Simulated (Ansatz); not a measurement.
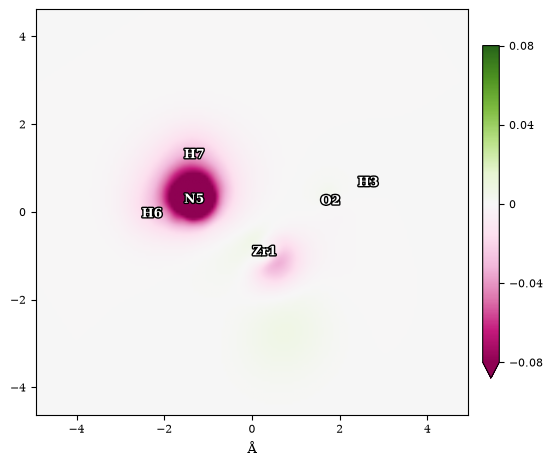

The picture shows: Cl2H3NOZr. One frontier orbital on the plane of atoms Zr1, O2 and H3 (values in Å⁻³ᐟ²; the overall sign is arbitrary).

Core potentials replace the inner electrons of Zr.

These are results of RKS PBE0-D4/def2-SVP (Ansatz 0.2.0), not measurements.

```yaml
atoms:
  - { symbol: Zr, position_ang: [-0.1379, -0.0255, -0.0432] }
  - { symbol: O, position_ang: [-0.2414, 0.0881, 1.8449] }
  - { symbol: H, position_ang: [-0.1933, -0.0235, 2.7952] }
  - { symbol: Cl, position_ang: [2.0991, -0.0737, -0.8246] }
  - { symbol: N, position_ang: [-1.0211, 1.6346, -0.7304] }
  - { symbol: H, position_ang: [-1.1260, 1.8643, -1.7180] }
  - { symbol: H, position_ang: [-1.4344, 2.3811, -0.1758] }
  - { symbol: Cl, position_ang: [-1.2872, -1.9074, -0.9104] }
```

> Which orbital is it: HOMO or LUMO?

The HOMO, at −7.85 eV. It lies mainly on N5 (about 60 %), Zr1 (about 10 %), Cl4 (about 10 %) and Cl8 (about 10 %).
